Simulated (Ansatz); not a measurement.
# ClH2OSi (SMILES O[SiH]Cl): UHF/STO-3G

We compute energy and forces of ClH2OSi. 

The results are computed with Ansatz 0.2.0.

## Step 1: The system as given

ClH2OSi has 5 atoms, charge 0, and is taken as a doublet. SMILES: `O[SiH]Cl`. Geometry: relaxed at PBE0-D4/def2-TZVP.

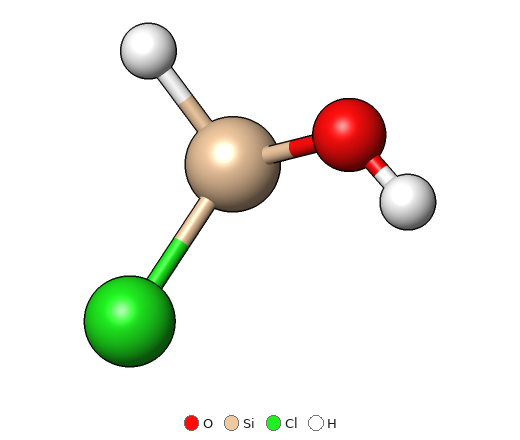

Viewed from a chosen angle; oxygen red, silicon light orange, chlorine green, hydrogen white.

## Step 2: Energy and forces at UHF/STO-3G

Input file run.yaml:

```yaml
crystal:
  periodic: [false, false, false]
  atoms:
    - {symbol: O, position_ang: [-0.806100, -0.432000, -0.746500]}
    - {symbol: Si, position_ang: [-0.092300, 0.479800, 0.414000]}
    - {symbol: Cl, position_ang: [1.606600, -0.440800, 1.143600]}
    - {symbol: H, position_ang: [-1.024100, -1.343200, -0.540000]}
    - {symbol: H, position_ang: [0.316000, 1.736300, -0.271100]}
basis:
  gaussian:
    orbitals: STO-3G
accuracy: high
hamiltonian:
  xc: hf
output: {forces: true, orbitals: {seedname: orbitals}}
magnetization:
  spin_polarized: true
  initial_magnetization: 1
```

Launch:

```bash
$ ansatz run run.yaml --threads 1 --pin off --max-ram 2610MiB --events-out events.jsonl --progress --plain --runs-dir runs
```

The program printed:

```text
Warning: RAYON_NUM_THREADS=1 ignored (pool sized by the plan → 1); use --threads N
Functional definition: HF
  name "HF"
  exchange = exact_x
  correlation = 0
460 factors; integrals over basis functions are off by at most 2.3e-8 eV
mean field evaluation 1: about -22181.0025 eV, gradient 1.4e1 eV
mean field evaluation 2: about -22181.0647 eV, gradient 1.4e1 eV
mean field evaluation 4: about -22182.8758 eV, gradient 1.3e0 eV
mean field evaluation 8: about -22182.9143 eV, gradient 2.1e-4 eV
mean field -22182.91278159 eV, -815.2070086051 hartree, gradient 2.0e-8 eV, S^2 0.753429; 0 other end points of the search recorded, 0 dependent functions left out
the calculation of the forces begins
reference -22182.91278159 eV, -815.2070086051 hartree; 21, 20 occupied and 4, 5 virtual orbitals, 460 factors
Total energy: -22182.91278159 eV, -815.2070086051 hartree
Atom 0 at    -0.806100    -0.432000    -0.746500 Å, force     0.125943     1.129315    -1.438863 eV/Å
Atom 1 at    -0.092300     0.479800     0.414000 Å, force    -0.622832     1.905287    -0.105842 eV/Å
Atom 2 at     1.606600    -0.440800     1.143600 Å, force     0.901044    -0.491619     0.181855 eV/Å
Atom 3 at    -1.024100    -1.343200    -0.540000 Å, force    -0.132360    -1.220104     0.797509 eV/Å
Atom 4 at     0.316000     1.736300    -0.271100 Å, force    -0.271795    -1.322879     0.565340 eV/Å
Dipole moment:    -0.579410     0.105828     0.046347 e Å
```

It took 0.38 s on 1 thread of Intel Xeon Platinum 8559C (Emerald Rapids), shared host.

## Step 3: Outcome

At UHF/STO-3G:

| quantity | value |
| --- | --- |
| total energy | -815.20701 Eh |
| dipole moment | 2.84 D |
| HOMO energy (highest over α and β) | -6.99 eV |
| LUMO energy (lowest over α and β) | 4.77 eV |
| ⟨S²⟩ | 0.753 |
| largest force on an atom | 2.007 eV/Å |

What this shows: The largest force is 2.01 eV/Å: the shape isn't a stationary point for this species at this level.
